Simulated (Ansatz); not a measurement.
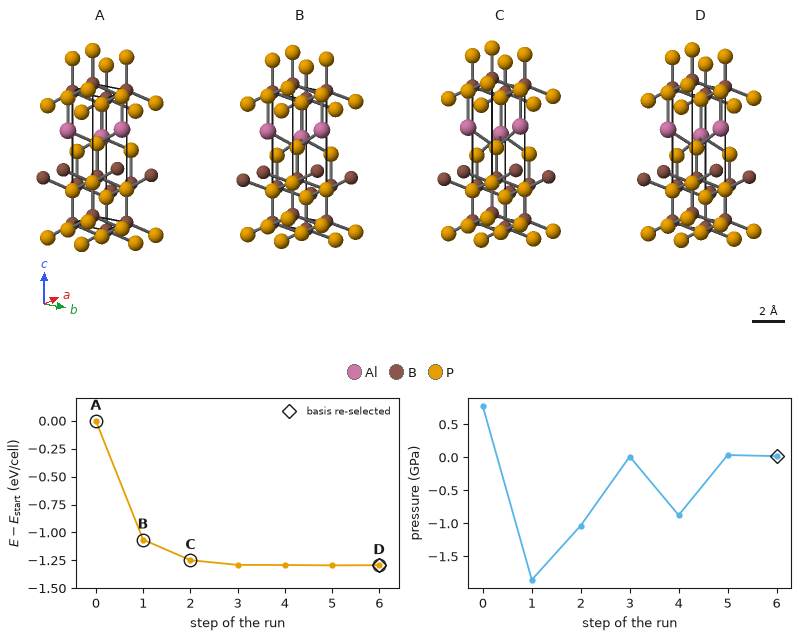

Frames of a relaxation of a crystal of AlB$_{2}$P$_{3}$ (a generated structure, set up in P3m1) (coarse preliminary run), marked on the history of the run. A ball-and-stick model of the cell of the calculation, seen from a free direction.

The calculation used Ansatz, DFT PBE, scalar-relativistic, plane waves, PAW.

Input
```yaml
crystal:
  lattice:
    - [3.50261499, 0.0, 0.0]
    - [-1.7513075, 3.03335356, 0.0]
    - [0.0, 0.0, 8.57961949]
  atoms:
    - { symbol: Al, position: [0.33333333, 0.66666667, 0.66666667] }
    - { symbol: B, position: [0.0, 0.0, 0.0] }
    - { symbol: B, position: [0.66666667, 0.33333333, 0.33333333] }
    - { symbol: P, position: [0.0, 0.0, 0.25] }
    - { symbol: P, position: [0.66666667, 0.33333333, 0.58333333] }
    - { symbol: P, position: [0.33333333, 0.66666667, 0.91666667] }
basis:
  ecutwfc: 420
kpoints:
  mp_grid: { grid: [6, 6, 2] }
hamiltonian:
  xc: pbe
scf:
  occupations: { method: gaussian, width: 0.1 }
  lower_state_search: "off"
output:
  forces: true
  stress: true
  eigenvalues: true
relax:
  adjacent_minimum: "off"
  f_tol: 0.04
  max_steps: 70
  cell: { stress_tol: 0.4 }
```

Command:
```bash
ansatz run input.yaml --threads 1 --pin off --max-ram 2560MiB --backend cpu --events-out ev --progress --plain --runs-dir out
```

Q: What happens along the run?

A: The atom that moves furthest relative to the cell is P5 (0.31 Å along −c). By element the largest moves are P 0.31 Å, B 0.17 Å, Al 0.04 Å. Cell: a = b 3.503 → 3.417 Å (−2.4 %), c 8.580 → 8.643 Å (+0.7 %). Volume −4.1 %. Near-neighbour distances that change, for instance: Al1–P6 2.145 → 2.386 Å, B2–P4 2.145 → 1.971 Å, B3–P5 2.145 → 1.975 Å, Al1–P5 2.145 → 2.243 Å. Bond angles that change, for instance: Al1–P5–Al1 109.5° → 99.2°, P5–Al1–P5 109.5° → 99.2°, P5–Al1–P6 109.5° → 118.4°. The space group stays P3m1 (No. 156). The energy falls by 1.293 eV per cell of the calculation in 5 accepted moves (6 points after the start). Largest force component: 4.5 eV/Å at the start, 0.021 eV/Å at the end. The pressure goes from 0.77 to 0.02 GPa. At 1 point the geometry stayed and the basis and grid were re-selected for the new cell (energy shift of 1.3 meV per cell of the calculation at most each time). From step 0 to 1: P6 moves most (0.20 Å), volume −1.6 %, energy −1.064 eV per cell of the calculation. From step 1 to 2: P5 moves most (0.17 Å), volume −3.1 %, energy −0.184 eV per cell of the calculation. From step 2 to 6: Al1 moves most (0.06 Å), volume +0.5 %, energy −45.2 meV per cell of the calculation.

```tsv
step	E − E(0), meV/atom	largest force component, eV/Å	pressure, GPa	volume, Å³/atom	note
0	0.00	4.4522	0.77	15.193	
1	-177.35	1.5175	-1.85	14.957	
2	-208.03	0.9034	-1.03	14.494	
3	-215.08	0.2077	0.01	14.522	
4	-215.26	0.0822	-0.87	14.689	
5	-215.77	0.0213	0.04	14.568	
6	-215.56	0.0212	0.02	14.568	same geometry, new basis
```
